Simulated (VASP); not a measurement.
# A VASP study of BaTi2As2O (PBEsol): structure first, properties next, part 3 of 5

Aim: relax BaTi2As2O, then compute properties on the relaxed cell. The start is a computed cell from the Materials Project.

VASP 6.6.1; PBEsol, no spin polarisation; plane waves and PAW (Ba_sv, Ti_sv, As, O).

Still holding for the runs below: This run has no spin polarisation, although Ti can carry a moment.

So far. Step 3 (Second relaxation): It ends with a largest force of 0.006 eV/Å and a pressure of -0.04 GPa. The volume moved by under 0.01 %: the run met its threshold at the first step. Step 4 (Single point with fields (PBEsol)): In this run the pressure is -0.04 GPa, small enough to go on.

### Step 5. Band structure (PBEsol)

The mesh alone shows little of the dispersion and can miss band extrema, so KPOINTS_OPT adds a path through the symmetry points after the self-consistent cycle.

Input file INCAR:

```
SYSTEM = BaTi2As2O
PREC = Accurate
ENCUT = 520
EDIFF = 1E-06
NELM = 100
ISMEAR = 0
SIGMA = 0.05
LREAL = .FALSE.
ALGO = Normal
GGA = PS
NBANDS = 41
LASPH = .TRUE.
LORBIT = 11
LWAVE = .FALSE.
LCHARG = .FALSE.
KPAR = 4
```

Input file POSCAR:

```
BaTi2As2O
1.0
    4.0086765299      0.0000000000      0.0000000000
    0.0000000000      4.0086765299      0.0000000000
    0.0000000000      0.0000000000      7.2707842006
Ba Ti As O
1 2 2 1
Direct
    0.5000000000      0.5000000000      0.5000000000
    0.0000000000      0.5000000000      0.0000000000
    0.5000000000      0.0000000000      0.0000000000
    0.0000000000      0.0000000000      0.2429978270
    0.0000000000      0.0000000000      0.7570021730
    0.5000000000      0.5000000000      0.0000000000
```

Input file KPOINTS:

```
Automatic mesh
0
Gamma
6 6 3
0 0 0
```

Input file KPOINTS_OPT:

```
Line mode
16
Line-mode
Reciprocal
  0.00000000   0.00000000   0.00000000 GAMMA
  0.00000000   0.50000000   0.00000000 X

  0.00000000   0.50000000   0.00000000 X
  0.50000000   0.50000000   0.00000000 M

  0.50000000   0.50000000   0.00000000 M
  0.00000000   0.00000000   0.00000000 GAMMA

  0.00000000   0.00000000   0.00000000 GAMMA
  0.00000000   0.00000000   0.50000000 Z

  0.00000000   0.00000000   0.50000000 Z
  0.00000000   0.50000000   0.50000000 R

  0.00000000   0.50000000   0.50000000 R
  0.50000000   0.50000000   0.50000000 A

  0.50000000   0.50000000   0.50000000 A
  0.00000000   0.00000000   0.50000000 Z

  0.00000000   0.50000000   0.00000000 X
  0.00000000   0.50000000   0.50000000 R

  0.50000000   0.50000000   0.00000000 M
  0.50000000   0.50000000   0.50000000 A
```

PAW data sets: Ba_sv, Ti_sv, As and O (PBE family, release 64).

The run is started by

```bash
$ mpirun -np 4 vasp_std
```

What it wrote:

```text
[... set-up lines as in an earlier step ...]
 entering main loop
       N       E                     dE             d eps       ncg     rms          rms(c)
DAV:   1     0.570153565682E+03    0.57015E+03   -0.22747E+04  1640   0.126E+03
DAV:   2     0.221952264943E+02   -0.54796E+03   -0.51523E+03  1701   0.382E+02
DAV:   3    -0.442524083472E+02   -0.66448E+02   -0.64807E+02  2290   0.128E+02
DAV:   4    -0.505407991870E+02   -0.62884E+01   -0.62284E+01  2517   0.319E+01
DAV:   5    -0.508103279972E+02   -0.26953E+00   -0.26945E+00  2167   0.555E+00    0.205E+01
DAV:   6    -0.458818073459E+02    0.49285E+01   -0.29616E+01  2374   0.402E+01    0.105E+01
DAV:   7    -0.444468828037E+02    0.14349E+01   -0.75309E+00  2221   0.223E+01    0.704E+00
DAV:   8    -0.441239063670E+02    0.32298E+00   -0.87965E-01  2092   0.677E+00    0.229E+00
DAV:   9    -0.441344432960E+02   -0.10537E-01   -0.30697E-01  2509   0.311E+00    0.147E+00
DAV:  10    -0.441106410885E+02    0.23802E-01   -0.86933E-02  2117   0.236E+00    0.429E-01
DAV:  11    -0.441124257071E+02   -0.17846E-02   -0.97159E-03  2031   0.479E-01    0.165E-01
DAV:  12    -0.441120653186E+02    0.36039E-03   -0.69065E-04  2039   0.159E-01    0.725E-02
DAV:  13    -0.441120245410E+02    0.40778E-04   -0.41621E-04  2510   0.124E-01    0.185E-02
DAV:  14    -0.441120265368E+02   -0.19958E-05   -0.37466E-05  2070   0.345E-02    0.111E-02
DAV:  15    -0.441120269665E+02   -0.42971E-06   -0.24009E-06  1640   0.123E-02
   1 F= -.44112027E+02 E0= -.44110705E+02  d E =-.264357E-02
 Start KPOINTS_OPT (optional k-point list driver)
k-point batch [1-20\144]
       N       E                     dE             ncg
DAV:   1    -0.347903058058E+03   -0.15586E+05     1640
DAV:   2    -0.109247186483E+05   -0.10577E+05     1689
DAV:   3    -0.122065115517E+05   -0.12818E+04     2407
DAV:   4    -0.123309497903E+05   -0.12444E+03     2596
DAV:   5    -0.123371823962E+05   -0.62326E+01     2080
DAV:   6    -0.123372793206E+05   -0.96924E-01     2399
DAV:   7    -0.123372824979E+05   -0.31773E-02     2064
DAV:   8    -0.123372825194E+05   -0.21486E-04     2343
DAV:   9    -0.123372825198E+05   -0.40142E-06     1312
[...]
k-point batch [141-144\144]
       N       E                     dE             ncg
DAV:   1     0.256096560948E+05   -0.72205E+04      328
DAV:   2     0.234705144396E+05   -0.21391E+04      336
DAV:   3     0.232117937745E+05   -0.25872E+03      496
DAV:   4     0.231872734867E+05   -0.24520E+02      444
DAV:   5     0.231860880764E+05   -0.11854E+01      472
DAV:   6     0.231860755445E+05   -0.12532E-01      424
DAV:   7     0.231860753021E+05   -0.24237E-03      464
DAV:   8     0.231860752992E+05   -0.28840E-05      440
DAV:   9     0.231860752992E+05   -0.45409E-07      296
```

Run time: 1.7 min. Hardware: 4 MPI ranks of AMD EPYC 7R43, shared host; peak memory 1.2 GiB.

Parts of OUTCAR (step 5):

```text
   k-points           NKPTS =     20   k-points in BZ     NKDIM =     20   number of bands    NBANDS=     41

   NELECT =      50.0000    total number of electrons

 E-fermi :   6.0026

 k-point     1 :       0.0000    0.0000    0.0000
  band No.  band energies     occupation
    ...
     22       4.2586      2.00000
     23       4.9571      2.00000
     24       5.4013      2.00000
     25       5.4013      2.00000
     26       5.7421      2.00000
     27       6.3005      0.00000
     28       7.0760      0.00000
     29       7.0760      0.00000
     30       7.4285      0.00000
     31       8.1916      0.00000
    ...

  Total       -0.0342391     -0.0342391     -0.0012237      0.0000000     -0.0000000     -0.0000000
  in kB       -0.4695148     -0.4695148     -0.0167805      0.0000000     -0.0000000     -0.0000000
  external PRESSURE =      -0.3186034 kB  Pullay stress =       0.0000000 kB

 POSITION                                       TOTAL-FORCE (eV/Angst)
 -----------------------------------------------------------------------------------
      2.00434      2.00434      3.63539         0.000000     -0.000000      0.000000
      0.00000      2.00434      0.00000         0.000000     -0.000000      0.000000
      2.00434      0.00000      0.00000         0.000000     -0.000000      0.000000
      0.00000      0.00000      1.76678         0.000000      0.000000      0.006073
      0.00000      0.00000      5.50400        -0.000000     -0.000000     -0.006073
      2.00434      2.00434      0.00000         0.000000     -0.000000      0.000000
 -----------------------------------------------------------------------------------
    total drift:                                0.000000     -0.000000      0.000000

  FREE ENERGIE OF THE ION-ELECTRON SYSTEM (eV)
  ---------------------------------------------------
  free  energy   TOTEN  =       -44.1120269665 eV

  energy  without entropy=      -44.1093833992  energy(sigma->0) =      -44.11070518

[... 8 parts as in an earlier step ...]

[... 8 further parts left out ...]
```

Spin-orbit coupling is off here; with elements this heavy it splits and shifts levels by tenths of an eV or more.

This step gave:

- bands: 41
- pressure: -0.03186 GPa

Electronic bands along the path, in eV, zero at the Fermi level; # counts the bands kept, so #1 is VASP's band 16:

```csv
point,#7,#8,#9,#10,#11,#12,#13,#14
Γ,-1.74,-1.05,-0.60,-0.60,-0.26,0.30,1.07,1.07
X,-1.88,-1.78,-1.46,0.06,0.18,0.55,0.74,0.90
M,-3.18,-3.18,-1.57,-0.16,-0.16,1.53,1.67,1.70
Γ,-1.74,-1.05,-0.60,-0.60,-0.26,0.30,1.07,1.07
Z,-2.43,-1.74,-0.95,-0.95,0.22,0.34,0.46,1.05
R,-2.28,-2.13,-1.61,0.15,0.60,0.71,1.33,1.51
A,-2.34,-2.34,-1.91,-0.31,-0.31,1.53,1.55,1.67
Z,-2.43,-1.74,-0.95,-0.95,0.22,0.34,0.46,1.05
jump to X,-1.88,-1.78,-1.46,0.06,0.18,0.55,0.74,0.90
R,-2.28,-2.13,-1.61,0.15,0.60,0.71,1.33,1.51
jump to M,-3.18,-3.18,-1.57,-0.16,-0.16,1.53,1.67,1.70
A,-2.34,-2.34,-1.91,-0.31,-0.31,1.53,1.55,1.67
```

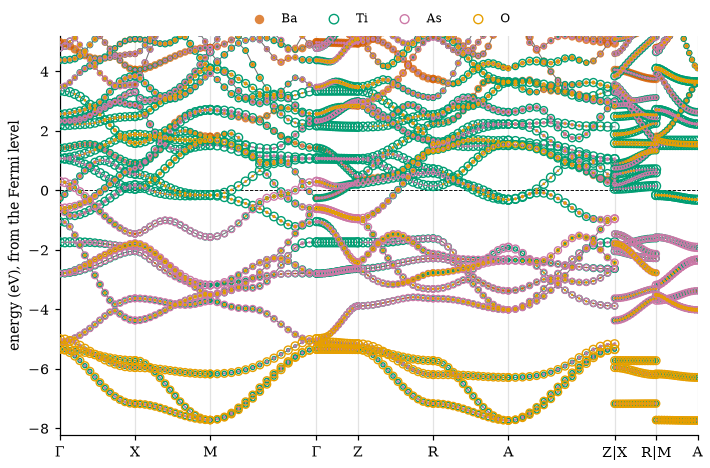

Electronic bands along the path; dots are coloured as in the legend, and their area grows with the weight.

There is no gap at this level.

### Step 6. Density of states (PBEsol)

A density of states needs more k-points than a total energy; ISMEAR = -5 takes tetrahedra, and LORBIT projects the states on the PAW spheres. The mesh is finer than in the run before.

INCAR, as its differences from that of step 5:

```diff
@@ -5,3 +5,3 @@
 NELM = 100
-ISMEAR = 0
+ISMEAR = -5
 SIGMA = 0.05
@@ -16 +16,2 @@
 KPAR = 4
+NEDOS = 2001
```

POSCAR is that of step 5.

Input file KPOINTS:

```
Automatic mesh
0
Gamma
8 8 5
0 0 0
```

The run is started by

```bash
$ mpirun -np 4 vasp_std
```

What it wrote:

```text
[... set-up lines as in an earlier step ...]
 entering main loop
       N       E                     dE             d eps       ncg     rms          rms(c)
DAV:   1     0.561631892369E+03    0.56163E+03   -0.22734E+04  3690   0.126E+03
DAV:   2     0.213978323756E+02   -0.54023E+03   -0.50959E+03  3831   0.380E+02
DAV:   3    -0.444724178468E+02   -0.65870E+02   -0.64223E+02  5252   0.127E+02
DAV:   4    -0.505347990871E+02   -0.60624E+01   -0.60069E+01  5566   0.316E+01
DAV:   5    -0.508261920037E+02   -0.29139E+00   -0.29130E+00  4971   0.563E+00    0.205E+01
DAV:   6    -0.458932224910E+02    0.49330E+01   -0.29339E+01  5381   0.403E+01    0.107E+01
DAV:   7    -0.444572236390E+02    0.14360E+01   -0.81066E+00  5008   0.226E+01    0.709E+00
DAV:   8    -0.441163401317E+02    0.34088E+00   -0.86948E-01  4654   0.686E+00    0.230E+00
DAV:   9    -0.441265521316E+02   -0.10212E-01   -0.30457E-01  5648   0.312E+00    0.149E+00
DAV:  10    -0.441042565954E+02    0.22296E-01   -0.81468E-02  4750   0.230E+00    0.418E-01
DAV:  11    -0.441057832663E+02   -0.15267E-02   -0.97784E-03  4509   0.485E-01    0.158E-01
DAV:  12    -0.441055216260E+02    0.26164E-03   -0.77003E-04  4633   0.159E-01    0.622E-02
DAV:  13    -0.441054381247E+02    0.83501E-04   -0.46824E-04  5561   0.126E-01    0.316E-02
DAV:  14    -0.441054540858E+02   -0.15961E-04   -0.63162E-05  4904   0.551E-02    0.983E-03
DAV:  15    -0.441054450205E+02    0.90653E-05   -0.47557E-06  4304   0.182E-02    0.436E-03
DAV:  16    -0.441054452856E+02   -0.26513E-06   -0.38990E-07  2573   0.572E-03
   1 F= -.44105445E+02 E0= -.44105445E+02  d E =0.000000E+00
 -----------------------------------------------------------------------------
|                                                                             |
|           W    W    AA    RRRRR   N    N  II  N    N   GGGG   !!!           |
|           W    W   A  A   R    R  NN   N  II  NN   N  G    G  !!!           |
|           W    W  A    A  R    R  N N  N  II  N N  N  G       !!!           |
|           W WW W  AAAAAA  RRRRR   N  N N  II  N  N N  G  GGG   !            |
|           WW  WW  A    A  R   R   N   NN  II  N   NN  G    G                |
|           W    W  A    A  R    R  N    N  II  N    N   GGGG   !!!           |
|                                                                             |
|     Tetrahedron method does not include variations of the Fermi             |
|     occupations, so forces and stress will be inaccurate. We suggest        |
|     using a different smearing scheme ISMEAR = 1 or 2 for metals in         |
|     relaxations.                                                            |
|                                                                             |
 -----------------------------------------------------------------------------
```

It took 56 s on 4 MPI ranks; peak memory 1.3 GiB.

Parts of OUTCAR (step 6):

```text
   k-points           NKPTS =     45   k-points in BZ     NKDIM =     45   number of bands    NBANDS=     41

   NELECT =      50.0000    total number of electrons

 E-fermi :   6.0449

 k-point     1 :       0.0000    0.0000    0.0000
  band No.  band energies     occupation
    ...
     22       4.2696      2.00000
     23       4.9581      2.00000
     24       5.4008      2.00000
     25       5.4008      2.00000
     26       5.7442      2.14378
     27       6.2903      0.00000
     28       7.0909      0.00000
     29       7.0909      0.00000
     30       7.4355      0.00000
     31       8.2004      0.00000
    ...

  Total        0.0690879      0.0690879     -0.1902463      0.0000000      0.0000000      0.0000000
  in kB        0.9473907      0.9473907     -2.6088164      0.0000000      0.0000000      0.0000000
  external PRESSURE =      -0.2380117 kB  Pullay stress =       0.0000000 kB

 POSITION                                       TOTAL-FORCE (eV/Angst)
 -----------------------------------------------------------------------------------
      2.00434      2.00434      3.63539         0.000000     -0.000000     -0.000000
      0.00000      2.00434      0.00000         0.000000     -0.000000     -0.000000
      2.00434      0.00000      0.00000         0.000000     -0.000000     -0.000000
      0.00000      0.00000      1.76678        -0.000000      0.000000      0.027487
      0.00000      0.00000      5.50400         0.000000      0.000000     -0.027487
      2.00434      2.00434      0.00000         0.000000     -0.000000     -0.000000
 -----------------------------------------------------------------------------------
    total drift:                                0.000000     -0.000000      0.000000

  FREE ENERGIE OF THE ION-ELECTRON SYSTEM (eV)
  ---------------------------------------------------
  free  energy   TOTEN  =       -44.1054452856 eV

  energy  without entropy=      -44.1054452856  energy(sigma->0) =      -44.10544529

[... 6 parts as in an earlier step ...]

[... 10 further parts left out ...]
```

With tetrahedra the forces and stress of a metal are not exact derivatives of the energy.

Numbers from this step:

```
SCF cycles             : 16
irreducible k-points   : 45
Fermi energy           : 6.045 eV
pressure               : -0.02380 GPa
DOS at the Fermi level : 3.753 states/eV/cell
```

The density of states has structure finer than the step of the table below, so its rows give means over 1 eV, whole bins alone (the curve runs from -12.0 to 2.47 eV). Peaks (eV: height): total -10.2: 14.0, -2.6: 8.60, 1.0: 8.30, 1.4: 9.26; Ti d 1.0: 5.31, 1.1: 4.94, 1.4: 6.25, 1.6: 5.44; As p -3.9: 1.24, -2.6: 2.19; Ba d -2.6: 0.150, 0.6: 0.279, 1.4: 0.443, 2.4: 0.904; O p -7.2: 1.41, -6.1: 2.95, 1.4: 0.421.

States under -12.0 eV and over 2.5 eV are left out. The density of states by energy, zero at the Fermi level; means over each step; 7 of 10 lines; values in states/eV/cell:

```csv
energy (eV),total,Ti d,As p,Ba d,O p,Ti p,Ti s
-11,1.85,0.0180,0.0110,0.00505,0.00762,0.0287,0.0430
-10,2.15,0.0476,0.00358,0.00662,0.00401,0.0272,0.00236
-9,0,0,0,0,0,0,0
-8,0.262,0.0477,0.00183,1.2e-4,0.130,0.00162,0.0183
-7,1.87,0.295,0.0101,7.0e-4,0.985,0.0476,0.0922
-6,3.49,0.309,0.0420,0.00568,1.83,0.167,0.0282
-5,0.509,0.0312,0.0330,0.00236,0.213,0.0179,0.00565
-4,2.62,0.322,0.610,0.0555,0.0452,0.0327,0.0934
-3,4.39,0.713,1.10,0.105,0.0844,0.0797,0.0428
-2,3.78,0.786,0.941,0.0771,0.0941,0.0878,0.0190
-1,1.42,0.352,0.333,0.0452,0.0480,0.0220,0.00411
0,3.60,2.12,0.204,0.106,0.0674,0.0254,0.0219
1,6.07,3.84,0.183,0.307,0.198,0.0280,0.0189
```

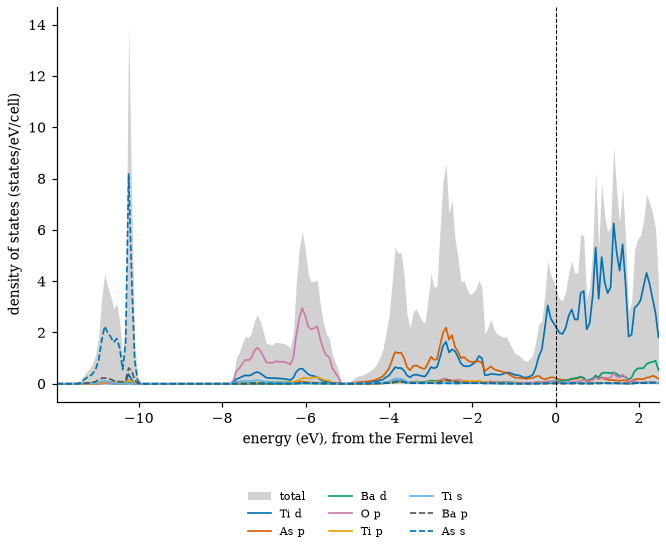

Density of states, plotted against energy.

The finer mesh and the other smearing move the Fermi level by +0.04 eV from the 6×6×3 run, a small shift, which tests the Fermi level alone. Of the states within 0.3 eV of the Fermi level, the largest shares in the PAW spheres are Ti d 61 % and As p 5 %. The rest lies in smaller channels or between the spheres.

### Step 7. Volume scan with PBEsol, volume scale 0.94

An equation of state needs energies on both sides of the minimum, all on one mesh and cutoff.

Input file INCAR:

```
SYSTEM = BaTi2As2O
PREC = Accurate
ENCUT = 520
EDIFF = 1E-06
NELM = 100
ISMEAR = 0
SIGMA = 0.05
LREAL = .FALSE.
ALGO = Normal
GGA = PS
NBANDS = 31
LASPH = .TRUE.
LORBIT = 11
LWAVE = .FALSE.
LCHARG = .FALSE.
KPAR = 4
ISIF = 2
```

POSCAR, as its differences from that of step 6:

```diff
@@ -2,5 +2,5 @@
 1.0
-    4.0086765299      0.0000000000      0.0000000000
-    0.0000000000      4.0086765299      0.0000000000
-    0.0000000000      0.0000000000      7.2707842006
+    3.9268438430      0.0000000000      0.0000000000
+    0.0000000000      3.9268438430      0.0000000000
+    0.0000000000      0.0000000000      7.1223592024
 Ba Ti As O
```

Input file KPOINTS:

```
Automatic mesh
0
Gamma
6 6 3
0 0 0
```

The run is started by

```bash
$ mpirun -np 4 vasp_std
```

What it wrote:

```text
[... set-up lines as in an earlier step ...]
 entering main loop
       N       E                     dE             d eps       ncg     rms          rms(c)
DAV:   1     0.590879352614E+03    0.59088E+03   -0.24222E+04  1240   0.169E+03
DAV:   2     0.370232808327E+02   -0.55386E+03   -0.53877E+03  1292   0.486E+02
DAV:   3    -0.436633669605E+02   -0.80687E+02   -0.78976E+02  1964   0.163E+02
DAV:   4    -0.500180744204E+02   -0.63547E+01   -0.63183E+01  1873   0.405E+01
DAV:   5    -0.503422210914E+02   -0.32415E+00   -0.32400E+00  1670   0.784E+00    0.221E+01
DAV:   6    -0.451304393865E+02    0.52118E+01   -0.52934E+01  1738   0.535E+01    0.984E+00
DAV:   7    -0.441939891326E+02    0.93645E+00   -0.14714E+01  1711   0.264E+01    0.695E+00
DAV:   8    -0.439554996782E+02    0.23849E+00   -0.15145E+00  1678   0.878E+00    0.214E+00
DAV:   9    -0.439679715772E+02   -0.12472E-01   -0.32675E-01  1953   0.309E+00    0.122E+00
DAV:  10    -0.439606232956E+02    0.73483E-02   -0.12519E-01  1752   0.268E+00    0.400E-01
DAV:  11    -0.439602254751E+02    0.39782E-03   -0.74454E-03  1765   0.671E-01    0.896E-02
DAV:  12    -0.439601429801E+02    0.82495E-04   -0.63960E-04  1637   0.140E-01    0.427E-02
DAV:  13    -0.439601268581E+02    0.16122E-04   -0.46167E-04  1964   0.150E-01    0.250E-02
DAV:  14    -0.439601236628E+02    0.31953E-05   -0.64741E-05  1788   0.541E-02    0.582E-03
DAV:  15    -0.439601242104E+02   -0.54763E-06   -0.22900E-06  1287   0.107E-02
   1 F= -.43960124E+02 E0= -.43958419E+02  d E =-.341036E-02
```

It took 22 s on 4 MPI ranks; peak memory 0.9 GiB; 84 s of CPU time.

From OUTCAR (step 7):

```text
   ENCUT  =  520.0 eV  38.22 Ry    6.18 a.u.   7.30  7.30 13.24*2*pi/ulx,y,z

   NELECT =      50.0000    total number of electrons

 E-fermi :   6.5339

 k-point     1 :       0.0000    0.0000    0.0000
  band No.  band energies     occupation
    ...
     22       4.6348      2.00000
     23       5.3611      2.00000
     24       5.9910      2.00000
     25       5.9910      2.00000
     26       6.2014      2.00000
     27       6.9494      0.00000
     28       7.7257      0.00000
     29       7.7257      0.00000
     30       8.0626      0.00000
     31       8.9132      0.00000

  Total        5.5618935      5.5618935      3.7574214      0.0000000      0.0000000     -0.0000000
  in kB       81.1375919     81.1375919     54.8137300      0.0000000      0.0000000     -0.0000000
  external PRESSURE =      72.3629713 kB  Pullay stress =       0.0000000 kB

 POSITION                                       TOTAL-FORCE (eV/Angst)
 -----------------------------------------------------------------------------------
      1.96342      1.96342      3.56118         0.000000     -0.000000      0.000000
      0.00000      1.96342      0.00000         0.000000     -0.000000      0.000000
      1.96342      0.00000      0.00000         0.000000     -0.000000      0.000000
      0.00000      0.00000      1.73072         0.000000     -0.000000      0.444823
      0.00000      0.00000      5.39164        -0.000000      0.000000     -0.444823
      1.96342      1.96342      0.00000         0.000000     -0.000000      0.000000
 -----------------------------------------------------------------------------------
    total drift:                                0.000000     -0.000000      0.000000

  FREE ENERGIE OF THE ION-ELECTRON SYSTEM (eV)
  ---------------------------------------------------
  free  energy   TOTEN  =       -43.9601242104 eV

  energy  without entropy=      -43.9567138486  energy(sigma->0) =      -43.95841903

[... 4 parts as in an earlier step ...]

[... 12 further parts left out ...]
```

The scan keeps the cell's shape and the fractional positions fixed.

Numbers from this step:

| Quantity | Value |
| --- | --- |
| SCF cycles | 15 |
| bands | 31 |
| irreducible k-points | 20 |
| free energy (TOTEN) | -43.96 eV |
| energy at zero smearing | -43.96 eV |
| Fermi energy | 6.534 eV |
| pressure | 7.236 GPa |

Force by atom:

```csv
atom,x (eV/Å),y (eV/Å),z (eV/Å),size
Ba1,0.000,0.000,0.000,0.000
Ti2,0.000,0.000,0.000,0.000
Ti3,0.000,0.000,0.000,0.000
As4,0.000,0.000,0.445,0.445
As5,0.000,0.000,-0.445,0.445
O6,0.000,0.000,0.000,0.000
```

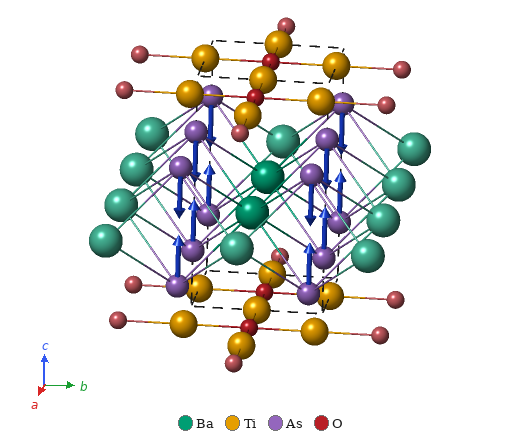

Force as arrows, the longest 0.445 eV/Å. 2×1×1 cells are drawn. Some periodic images of atoms are drawn too.

The pressure here is 7.24 GPa.

(Part 3 of 5 ends here.)

[Lines on the potential files, build, host, timing and source positions are cut from VASP's logs without a mark.]

[Logs are printed without paths, hosts, clocks, repeated set-up lines and the standing remarks that a program may print on its own settings, such as how far it seeks lower states.]

[Hosts, paths, dates, database ids (printed as entryN), source tags and the programs' standing remarks are cut or masked in the printed files.]

[A measured line is paired with the nearest computed mode of its activity, which favours agreement.]

[In band tables of VASP the shares of atoms and orbitals are scaled to a sum of 1 inside the atoms' spheres.]
